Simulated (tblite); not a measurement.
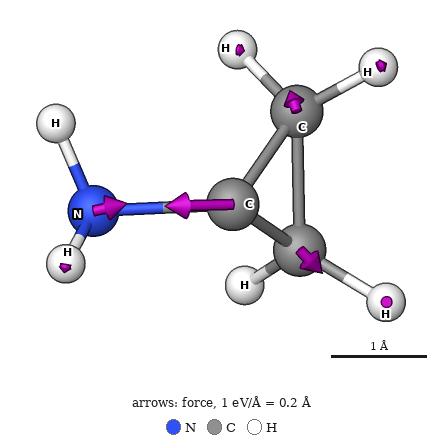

Starting geometry of C$_{3}$H$_{6}$N (multiplicity 2) with the computed forces as purple arrows. A ball-and-stick model, seen from a free direction.

All numbers below come from GFN2-xTB geometry optimisation, gas phase in tblite 0.8.0. 

Question: What follows when this structure is relaxed?

Answer: It isn't relaxed: the largest force vector, on a C atom, is 3.88 eV/Å. The final displacements have little in common with the starting forces (cosine between the two patterns 0.14). After 42 geometry steps the energy has fallen by 7.40 kcal/mol. An H atom moves most after the best rigid fit: 0.46 Å. By element the largest moves are H 0.46 Å, N 0.16 Å, C 0.14 Å. Some distances before and after: C–N 1.470 → 1.393 Å, C–C 1.431 → 1.474 Å, C–C 1.497 → 1.520 Å, C–H 1.069 → 1.081 Å. Bond angles that change, for instance: H–N–H 105.9° → 112.6°, N–C–C 120.7° → 125.2°, C–C–H 114.9° → 118.7°. Groups turn about C–N by about 35°.
